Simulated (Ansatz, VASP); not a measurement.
# LaN in two plane-wave programs

One calculation is typed for both programs; each brings its own data sets and cutoff. How far apart do they land?

Main program and level: Ansatz 0.2.0; plane waves, with VASP 6.6.1 beside it; band structure at r2SCAN, spin-orbit coupling, single point at r2SCAN and single point at r2SCAN, spin-orbit coupling.

## 1. The structure

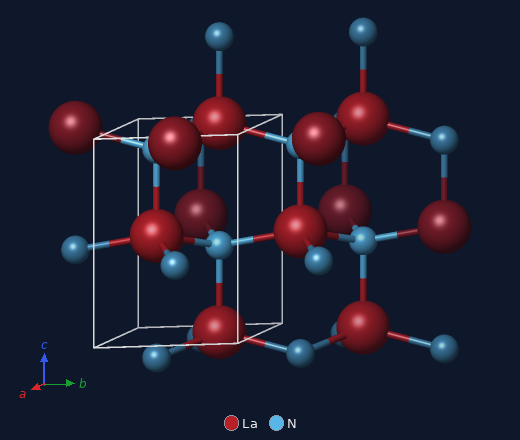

Start, viewed slightly off an axis; lanthanum red, nitrogen blue. 1×2×1 cells are drawn. Some periodic images of atoms are drawn too.

## 2. Ansatz: band structure, r2SCAN, spin-orbit coupling

Ansatz runs on its fully relativistic PAW (standard-fr) files.

The same path points are solved in both programs, so levels can be compared one by one.

Contents of input.yaml:

```yaml
crystal:
  lattice:
    - [4.136222531, 0.0, 0.0]
    - [-2.0681112655, 3.5820737876, 0.0]
    - [0.0, 0.0, 5.9225931]
  atoms:
    - { symbol: La, position: [0.33333333, 0.66666667, 0.99754766] }
    - { symbol: La, position: [0.66666667, 0.33333333, 0.49754766] }
    - { symbol: "N", position: [0.33333333, 0.66666667, 0.41245234] }
    - { symbol: "N", position: [0.66666667, 0.33333333, 0.91245234] }
hamiltonian:
  xc: r2scan
  pseudopotentials: { kind: paw_fr }
magnetization:
  noncollinear: true
  spin_orbit: true
kpoints:
  mp_grid: { grid: [6, 6, 4] }
  band_path:
    path:
      - [0.0, 0.0, 0.0]
      - [0.13333, 0.0, 0.0]
      - [0.3, 0.0, 0.0]
      - [0.46667, 0.0, 0.0]
      - [0.46667, 0.06667, 0.0]
      - [0.41111, 0.17778, 0.0]
      - [0.35556, 0.28889, 0.0]
      - [0.34444, 0.31111, 0.0]
      - [0.28889, 0.28889, 0.0]
      - [0.17778, 0.17778, 0.0]
      - [0.06667, 0.06667, 0.0]
      - [0.0, 0.0, 0.03333]
      - [0.0, 0.0, 0.2]
      - [0.0, 0.0, 0.36667]
      - [0.0, 0.0, 0.5]
      - [0.16667, 0.0, 0.5]
      - [0.3, 0.0, 0.5]
      - [0.46667, 0.0, 0.5]
      - [0.46667, 0.06667, 0.5]
      - [0.41111, 0.17778, 0.5]
      - [0.35556, 0.28889, 0.5]
      - [0.28889, 0.28889, 0.5]
      - [0.17778, 0.17778, 0.5]
      - [0.06667, 0.06667, 0.5]
      - [0.5, 0.0, 0.46667]
      - [0.5, 0.0, 0.3]
      - [0.5, 0.0, 0.13333]
      - [0.33333, 0.33333, 0.0]
      - [0.33333, 0.33333, 0.16667]
      - [0.33333, 0.33333, 0.33333]
      - [0.33333, 0.33333, 0.5]
    npoints: 1
scf:
  occupations: { method: fermi_dirac, width: 0.05 }
  n_extra_bands: 16
output:
  forces: true
  stress: true
  eigenvalues: true
```

Command:

```bash
ansatz run input.yaml --threads 2 --pin off --max-ram 4608MiB --backend cpu --events-out ev --progress --plain --runs-dir out
```

Numbers of over 12 decimals in the logs are rounded to 6 here.

The program printed:

```text
scf.n_extra_bands = 16 over 32 filled bands (N_el = 32.0): the run solves 48 bands
Engine: ansatz 0.2.0, aarch64-unknown-linux-gnu
Pseudopotentials: kind: paw_fr
Pseudopotential: La, paw_fr, valence charge 11, recommended cutoff 500 eV (meta_gga), La.paw.azcp#standard-fr
Pseudopotential: N, paw_fr, valence charge 5, recommended cutoff 500 eV (meta_gga), N.paw.azcp#standard-fr
Functional definition: r2SCAN
  parameter k0 = 0.174
  parameter k1 = 0.065
  parameter a1 = 4.9479
  exchange = r2scan_x(k0 = k0, k1 = k1, a1 = a1)
  correlation = r2scan_c
non-collinear run that drives no moment, with spin-orbit: no starting moment large enough to seed its density (crystal.atoms[].spin), no starting occupations that ask for one, no magnetisation constraint and no magnetic field, so the semilocal B_xc is pinned to zero
Crystal: 4 atoms, lattice volume = 87.751 Å³
Basis set: ecut = 500 eV, 2235 PW (Γ), exchange–correlation on 128×128×180 points (64 copies of the dense FFT grid, shifted against one another)
Bands: 48, of which v1, the nominal top of the filled ones, is band 32 counted from 1 (31 counted from 0)
Symmetry: 12 space group operations + 12 with time reversal
Magnetic group: BNS 186.204 (UNI 1434), of the structure as read, at distance tolerance 4.4e-5 Å
k-points: 21 of 144 (time reversal used)
Projection manifold: j_resolved (fully-relativistic pseudo-atomic orbitals)
Non-local potential: La, projectors of the file, l = 0: 3, l = 1: 4, l = 2: 4, l = 3: 6
Non-local potential: N, projectors of the file, l = 0: 2, l = 1: 4, l = 2: 2
PAW form: soft (Blöchl's): semilocal exchange-correlation on the pseudo side does not see the compensation charge
PAW frozen core: La, regenerated for the run's functional (the file was generated under x = pbe(κ = 0.804, μ = 0.219515), c = pbe(β = 0.066725))
PAW frozen core: N, regenerated for the run's functional (the file was generated under x = pbe(κ = 0.804, μ = 0.219515), c = pbe(β = 0.066725))
PAW one-centre angular grid: La, 974 points (default); XC on 285 of its mesh's 2815 points in the sphere
PAW one-centre angular grid: N, 302 points (default); XC on 160 Gauss nodes
Initial density: superposition of atomic densities (chi_scale 0.1, normalization cell, long waves kept (reshape's long-wave potential 0.00 eV rms))
Initial wavefunctions: pseudopotential atomic-orbital guess
Functional: x = r2scan, c = r2scan; τ floored in thin density (d = 2e-4 eV/Å³)
SCF iter   1: F=—  HF=-13277.351253 eV  |F-HF|=—  |Δ(HF+E_count)|=         —  Δρ=5.30e-2  dr2=4.72e0  dr2_τ=1.16e-1  dr2_m=0.00e0 (ungated)  ethr=3.10e-3  |M|=0.00e0 ∫|m|=0.00e0 μB  |m|>n=0.0e0 m-floor=0.0e0 τ_xc=0.0e0  β_m=0.30  ⟨swp⟩=5.3  Hψ=5460  notcnv=0  defer=4
preconditioner: auto → Resta (q_TF=auto, 2.306 Å⁻¹)  ε∞=3.5  [insulator: Δε(μ)=2.120 eV  Ē_g=13.139 eV  σ=0.050 eV  W_gap=1.00  n_scr=22 (ndim 8)  ℏωp=21.0 eV  f_vac=0.000  D(μ)=0.00/eV (n_scr^D=0)  ε∞_Penn≈3.5]
spin=Noncollinear: Resta preconditioning applied to the charge; magnetization (m_x, m_y, m_z) channels mix plain (no charge-response kernel on spin).
SCF iter   2: F=—  HF=-13276.727221 eV  |F-HF|=—  |Δ(HF+E_count)|=   6.24e-1  Δρ=3.17e-2  dr2=1.28e0  dr2_τ=2.08e-2  dr2_m=0.00e0 (ungated)  ethr=3.10e-3  |M|=0.00e0 ∫|m|=0.00e0 μB  |m|>n=0.0e0 m-floor=0.0e0 τ_xc=0.0e0  β_m=0.42  ⟨swp⟩=3.0  Hψ=1713  notcnv=0  defer=230
SCF iter   3: F=—  HF=-13276.886995 eV  |F-HF|=—  |Δ(HF+E_count)|=   1.60e-1  Δρ=1.78e-2  dr2=3.62e-1  dr2_τ=3.52e-3  dr2_m=0.00e0 (ungated)  ethr=3.10e-3  |M|=0.00e0 ∫|m|=0.00e0 μB  |m|>n=0.0e0 m-floor=0.0e0 τ_xc=0.0e0  β_m=0.64  ⟨swp⟩=3.0  Hψ=1200  notcnv=0  defer=230
SCF iter   4: F=—  HF=-13276.941526 eV  |F-HF|=—  |Δ(HF+E_count)|=   5.45e-2  Δρ=2.63e-3  dr2=5.12e-3  dr2_τ=7.44e-5  dr2_m=0.00e0 (ungated)  ethr=1.13e-3  |M|=0.00e0 ∫|m|=0.00e0 μB  |m|>n=0.0e0 m-floor=0.0e0 τ_xc=0.0e0  β_m=0.82  ⟨swp⟩=3.8  Hψ=1471  notcnv=0  defer=230
SCF iter   5: F=—  HF=-13276.946061 eV  |F-HF|=—  |Δ(HF+E_count)|=   4.54e-3  Δρ=7.23e-4  dr2=4.92e-4  dr2_τ=5.19e-6  dr2_m=0.00e0 (ungated)  ethr=1.60e-5  |M|=0.00e0 ∫|m|=0.00e0 μB  |m|>n=0.0e0 m-floor=0.0e0 τ_xc=0.0e0  β_m=0.86  ⟨swp⟩=2.0  Hψ=1555  notcnv=0  defer=230
SCF iter   6: F=—  HF=-13276.946262 eV  |F-HF|=—  |Δ(HF+E_count)|=   2.00e-4  Δρ=1.41e-4  dr2=1.64e-5  dr2_τ=2.39e-7  dr2_m=0.00e0 (ungated)  ethr=1.54e-6  |M|=0.00e0 ∫|m|=0.00e0 μB  |m|>n=0.0e0 m-floor=0.0e0 τ_xc=0.0e0  β_m=0.93  ⟨swp⟩=3.0  Hψ=1522  notcnv=0  defer=230
SCF iter   7: F=—  HF=-13276.946338 eV  |F-HF|=—  |Δ(HF+E_count)|=   7.65e-5  Δρ=2.14e-5  dr2=3.81e-7  dr2_τ=6.55e-9  dr2_m=0.00e0 (ungated)  ethr=5.11e-8  |M|=0.00e0 ∫|m|=0.00e0 μB  |m|>n=0.0e0 m-floor=0.0e0 τ_xc=0.0e0  β_m=0.96  ⟨swp⟩=3.0  Hψ=1658  notcnv=0  defer=230
SCF iter   8: F=-13276.946338 eV  HF=-13276.946338 eV  |F-HF|=8.91e-9  |Δ(HF+E_count)|=   1.91e-7  Δρ=4.22e-6  dr2=2.07e-8  dr2_τ=2.77e-10  dr2_m=0.00e0 (ungated)  ethr=3.13e-10  |M|=0.00e0 ∫|m|=0.00e0 μB  |m|>n=0.0e0 m-floor=0.0e0 τ_xc=0.0e0  ⟨swp⟩=17.1  Hψ=6647  notcnv=0
SCF 1 converged in 8 iterations: F = -13276.946338 eV  dr2 = 2.07e-8
  greatest PAW one-centre occupation: 0.967 electrons in one spin orbital (limit 2), on the La atom at site 1 (counted from 0), in its partial waves of l = 0
NSCF: frozen V_eff on 31 k-points
SCF converged after 8 iterations
Magnetization: |M| = 0.0000 μB,  M = (+0.0000, +0.0000, +0.0000) μB
Absolute magnetization: 0.0000 μB (∫|m|)
  site 0: m = (+0.0000, +0.0000, +0.0000) μB, |m| = 0.0000 μB  (R = 1.01 Å)
  site 1: m = (+0.0000, +0.0000, +0.0000) μB, |m| = 0.0000 μB  (R = 1.01 Å)
  site 2: m = (+0.0000, +0.0000, +0.0000) μB, |m| = 0.0000 μB  (R = 1.01 Å)
  site 3: m = (+0.0000, +0.0000, +0.0000) μB, |m| = 0.0000 μB  (R = 1.01 Å)
Free energy (F): -13276.946338 eV
Harris-Foulkes:  -13276.946338 eV  (|F-HF|=8.91e-9)
Internal energy: -13276.946338 eV  (E = F + TS)
E sigma→0 (E₀):  -13276.946338 eV
Entropy (-TS):   -0.000000 eV (-0.000 meV/atom)
Fermi energy:    10.221854 eV
--- Per-component energies (eV) ---
  E_band       = -80.321471
  E_kinetic    = 645.026551
  E_local      = -1156.504076  (includes V_loc(G=0)·N_el)
  E_nonlocal   = 278.540559
  E_hartree    = 391.399928
  E_xc         = -385.274875
  E_vxc        = -492.761753  (∫ρ·V_xc dr)
  E_paw        = -11103.603770  (= ΣΔE_a)
  E_vpaw       = -164.095848  (= ΣTr[D̂ρ^β])
  E_aug_tail   = 0.000035  (compensation charges beyond the density's cutoff)
  E_vtau       = 26.669972  (kinetic-family band-sum trace: ∫τ·v_τ [+ j·A + Jᵃ·Aᵃ] dr)
  E_ewald      = -1946.607261
  E_core_change = 0.076570  (= ΣΔE_core)
  E_smearing   = -0.000000  (= −TS)
  E_closure    = 0.000000  (closes the sum)
  Σ components = -13276.946338   (vs F -13276.946338, Δ=0.00e0)
--- Forces (eV/Å), atoms counted from 1 ---
  atom   1  La     0.00000000     0.00000000    -0.02193810
  atom   2  La    -0.00000000    -0.00000000    -0.02193810
  atom   3  N      0.00000000     0.00000000     0.02191905
  atom   4  N      0.00000000    -0.00000000     0.02191905
  max |Σ_I F_I| component: 3.81e-5 eV/Å
--- Stress (GPa, compression-positive) ---
        0.168130       0.000000       0.000000
        0.000000       0.168130      -0.000000
        0.000000      -0.000000       0.082439
  P = ⅓ Tr σ = 0.1396 GPa (1.396 kbar)
--- Band table (eV; the first three rows and the last of 21) ---
  k-point 0: bands = [... 28 lower, 7.8873, 7.8873, 8.9881, 8.9881, 10.9146, 10.9146, 12.6320, 12.6320, ... 12 higher]
  k-point 1: bands = [... 28 lower, 7.5721, 7.5721, 8.3537, 8.3537, 11.3998, 11.3998, 12.7413, 12.7413, ... 12 higher]
  k-point 2: bands = [... 28 lower, 7.5197, 7.5197, 7.5197, 7.5197, 12.1196, 12.1196, 12.1196, 12.1196, ... 12 higher]
  k-point 20: bands = [... 28 lower, 8.5342, 8.5342, 8.7562, 8.7562, 11.6916, 11.6916, 11.7800, 11.7800, ... 12 higher]
```

Wall time 87 s (2 threads of Arm Neoverse N1, shared host); peak memory 0.95 GiB.

The column dr2 measures how far the density is from self-consistency, as an energy; F and HF (Harris–Foulkes) agree once it is small.

(Continued in part 2 of 3.)

[Lines on the potential files, build, host, timing and source positions are cut from VASP's logs without a mark.]

[Logs are printed without paths, hosts, clocks, repeated set-up lines and the standing remarks that a program may print on its own settings, such as how far it seeks lower states.]

[Hosts, paths, dates, database ids (printed as entryN), source tags and the programs' standing remarks are cut or masked in the printed files.]
